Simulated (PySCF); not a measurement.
# N2H3 (SMILES [NH]N): UCCSDT/STO-3G

Aim: the vertical ionisation energy of N2H3 at UCCSDT/STO-3G, from 2 runs. Input form: a Python script.

The results are computed with PySCF 2.14.0.

8 further runs of the same task are left out: 8 set aside as unsound or not needed.

### Step 1. The structure to begin with

The species is N2H3 (5 atoms), meant as a doublet with charge 0. SMILES: `[NH]N`. The shape is that of a GFN2-xTB optimisation. This is one conformer, not always the lowest.

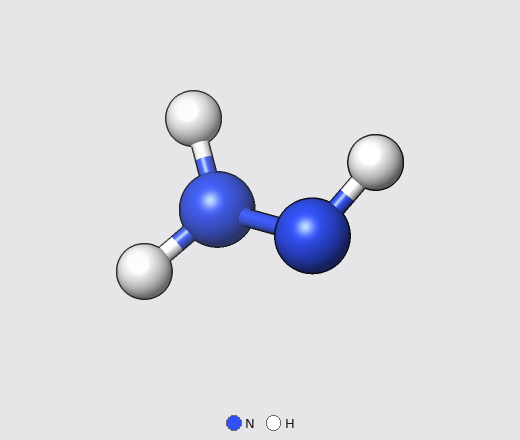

Viewed from a chosen angle; nitrogen blue, hydrogen white.

### Step 2. A single-point energy at UCCSDT/STO-3G

The input, run.py:

```python
from pyscf import gto, cc

molecule = gto.M(
    atom='''
N       -0.174970      -0.805480       0.447260
N       -0.126270       0.251970      -0.365880
H        0.751750      -0.989150       0.831090
H       -1.043070       0.577800      -0.638700
H        0.592550       0.964850      -0.273770
''',
    verbose=4,
    spin=1,
    max_memory=1860,
    basis='sto-3g',
    charge=0,
)

mf = molecule.UHF()
mf.conv_tol = 1e-10
mf.kernel()
if not mf.converged:
    mf = mf.newton().run(mf.mo_coeff, mf.mo_occ)

mycc = cc.CCSDT(mf, frozen=2)
mycc.kernel()
e_final = mycc.e_tot
print('E = %.10f Eh' % e_final)
```

Command:

```
$ OMP_NUM_THREADS=1 python run.py
```

The program printed:

```text
PySCF version 2.14.0

[... 93 lines left out ...]
converged SCF energy = -109.14228376851  <S^2> = 0.75526581  2S+1 = 2.0052589
[... 17 lines left out ...]
WARN: A large `blksize_v_aaa` is being used, which may cause large memory consumption
[... 3 lines left out ...]
WARN: A large `blksize_v_aab` is being used, which may cause large memory consumption
[... 10 lines left out ...]
Init t2, MP2 energy = -0.0763157590467551
[... 16 lines left out ...]
UCCSDT converged
[... 3 lines left out ...]
E = -109.2477031821 Eh
```

Wall time 1.1 s (1 thread of Arm Neoverse V2, shared host); peak memory 0.12 GiB.

### Step 3. The singlet cation

The input, calc.py:

```python
from pyscf import gto, cc

system = gto.M(
    atom='''
N   -0.174970  -0.805480   0.447260
N   -0.126270   0.251970  -0.365880
H    0.751750  -0.989150   0.831090
H   -1.043070   0.577800  -0.638700
H    0.592550   0.964850  -0.273770
''',
    verbose=4,
    basis='sto-3g',
    max_memory=1860,
    charge=1,
)

hf = system.RHF()
hf.conv_tol = 1e-10
hf.kernel()
if not hf.converged:
    hf = hf.newton().run(hf.mo_coeff, hf.mo_occ)

mycc = cc.CCSDT(hf, frozen=2)
mycc.kernel()
etot = mycc.e_tot
print('E = %.10f Eh' % etot)
```

Command:

```
$ OMP_NUM_THREADS=1 python calc.py
```

The program printed:

```text
PySCF version 2.14.0

[... 61 lines left out ...]
converged SCF energy = -108.900599149479
[... 16 lines left out ...]
WARN: A large `blksize` is being used, which may cause large memory consumption
[... 3 lines left out ...]
WARN: A large `blksize_oovv` is being used, which may cause large memory consumption
[... 3 lines left out ...]
WARN: A large `blksize_oooo` is being used, which may cause large memory consumption
[... 13 lines left out ...]
Init t2, MP2 energy = -109.034696997750  E_corr(MP2) -0.134097848271
[... 16 lines left out ...]
RCCSDT converged
[... 3 lines left out ...]
E = -109.0708206423 Eh
```

It took 0.82 s on 1 thread of Arm Neoverse V2, shared host; peak memory 0.12 GiB.

### Step 4. Results

Level: UCCSDT/STO-3G, 2 core orbitals frozen.

```
                                                                quantity          value
                                              doublet N2H3: total energy  -109.24770 Eh
                      doublet N2H3: dipole moment (Hartree–Fock density)         2.12 D
doublet N2H3: HOMO energy (Hartree–Fock orbitals) (highest over α and β)       -7.50 eV
 doublet N2H3: LUMO energy (Hartree–Fock orbitals) (lowest over α and β)        9.61 eV
               doublet N2H3: correlation energy (2 core orbitals frozen)     -105.4 mEh
                         doublet N2H3: ⟨S²⟩ of the reference determinant          0.755
                                             doublet N2H3: T1 diagnostic          0.018
                                            singlet cation: total energy  -109.07082 Eh
                     singlet cation: HOMO energy (Hartree–Fock orbitals)      -21.37 eV
                     singlet cation: LUMO energy (Hartree–Fock orbitals)       -5.08 eV
                   singlet cation: HOMO–LUMO gap (Hartree–Fock orbitals)       16.29 eV
             singlet cation: correlation energy (2 core orbitals frozen)     -170.2 mEh
                                           singlet cation: T1 diagnostic          0.029
                      vertical ionisation energy (to the singlet cation)       4.813 eV
```

In words: The vertical ionisation energy comes to 4.81 eV (111 kcal/mol). Only the singlet of the ionised species was computed; a triplet could lie lower. In a minimal basis such a difference can be off by several eV, whatever the method. The T1 diagnostic (singlet cation) of 0.029 is above the customary mark for such species, so a single reference may not serve.
